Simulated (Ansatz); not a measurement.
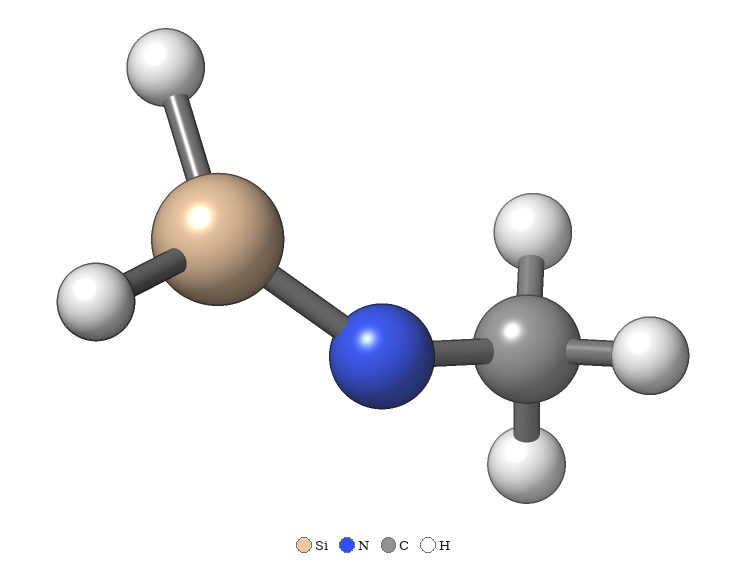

The picture shows a molecular structure as a ball-and-stick model.

The geometry was computed by an optimisation with PBE0-D4/def2-TZVP.

Describe the molecule.

The molecule is CH5NSi. This geometry has Cs symmetry. Coordination: 1 Si trigonal planar; 1 N bent; 1 C tetrahedral.

The parts below concern this one geometry. Atoms keep their numbers from picture to picture.

### Geometry

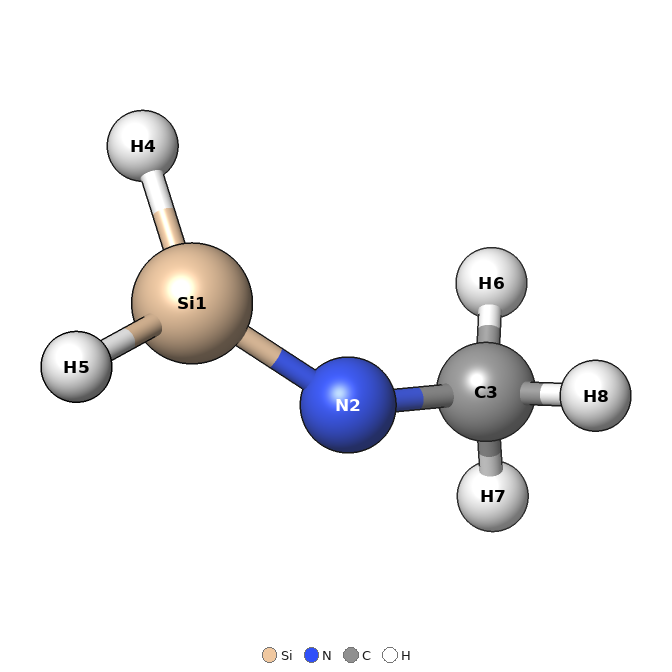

The atoms are numbered.

List the bonds and their lengths.

```csv
bond,length (Å)
Si1–N2,1.580
Si1–H4,1.493
Si1–H5,1.476
N2–C3,1.423
C3–H6,1.099
C3–H7,1.097
C3–H8,1.097
```

### Thermal motion

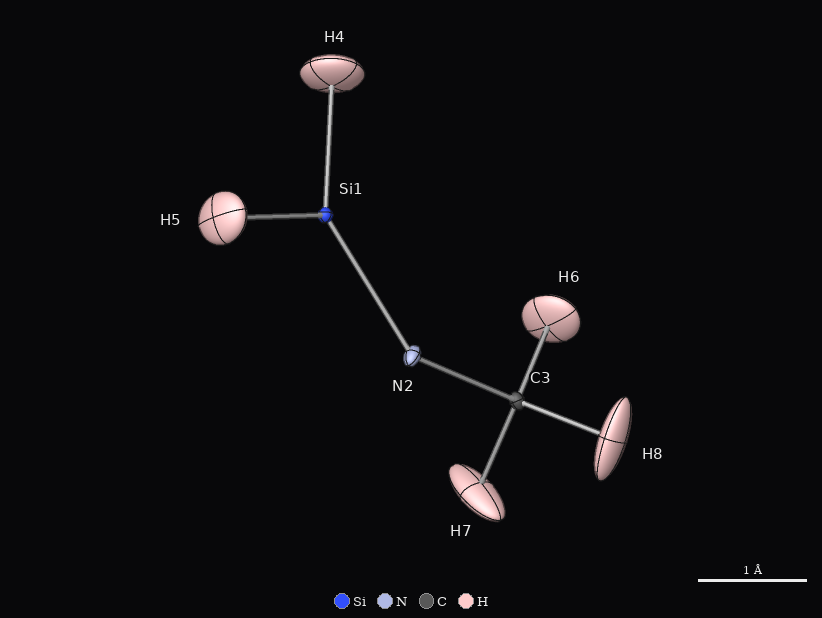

Displacement ellipsoids at the 50 % level, from the internal vibrations of the free molecule (harmonic, no overall translation or rotation; no half-axis is drawn under 0.075 Å). Vibrations computed with RKS PBE0-D4/def2-TZVP (Ansatz 0.2.0). Temperature: 200 K.

Give the displacement parameters, one line for each set of equivalent atoms.

```
  atom  U_eq (Å²)   rms amplitudes (Å)
   Si1    0.00044  0.014, 0.019, 0.028
    N2     0.0034  0.025, 0.057, 0.080
    C3     0.0016  0.024, 0.027, 0.058
    H4     0.0282  0.087, 0.191, 0.201
    H5     0.0230  0.088, 0.162, 0.187
    H6     0.0255  0.078, 0.171, 0.203
H7, H8     0.0308  0.081, 0.123, 0.266
```

### Dipole moment

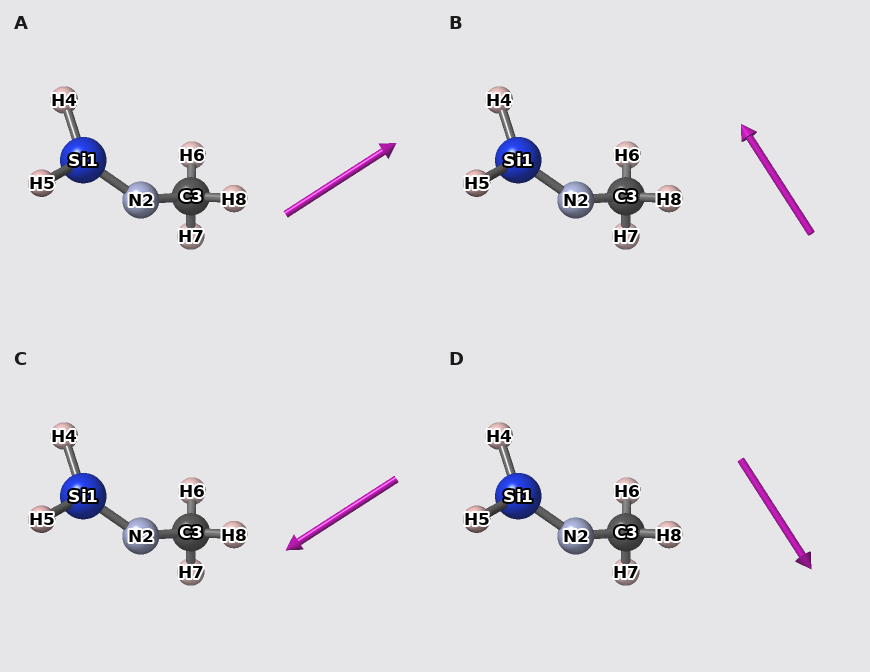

The same molecule four times, each with an arrow. Method: RKS PBE0-D4/def2-TZVP (Ansatz 0.2.0).

**Which arrow points along the dipole moment, from the negative to the positive end?**

B. The dipole moment is 1.61 D; it points from the side of H7, H8 to the side of H4 (the outermost atoms at the two ends).

### Vibrations

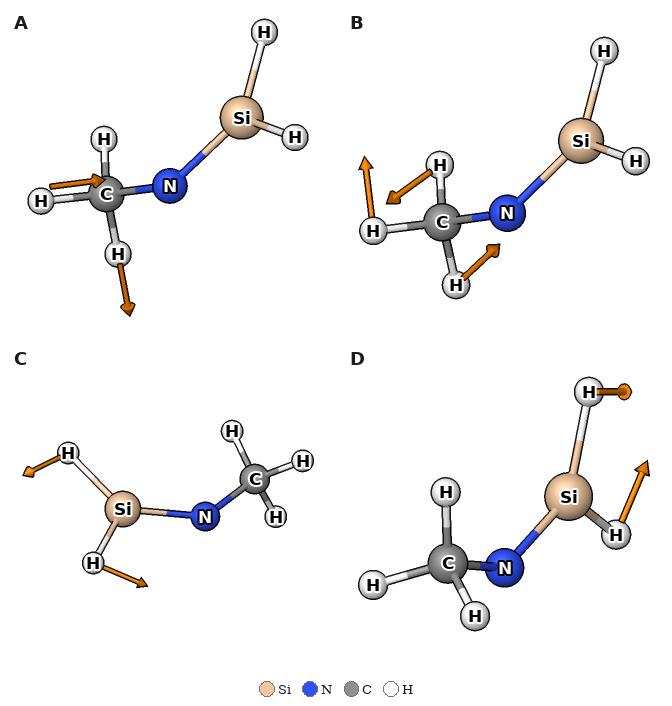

4 normal modes of one molecule or complex, as arrows. Harmonic vibrations computed with RKS PBE0-D4/def2-TZVP (Ansatz 0.2.0) at a stationary point of the same level.

**Match the panels to the wavenumbers 673 cm⁻¹, 984 cm⁻¹, 1490 cm⁻¹, 3059 cm⁻¹.**

A: 3059 cm⁻¹, out-of-phase stretching of 2 C–H bonds
B: 1490 cm⁻¹, H–C–H bending
C: 673 cm⁻¹, H–Si–N bending
D: 984 cm⁻¹, H–Si–H bending

### Electronic properties

Properties computed with RKS PBE-D4/def2-TZVPP (Ansatz 0.2.0).

**Give the dispersion correction at this level.**

−12.6 kJ/mol.
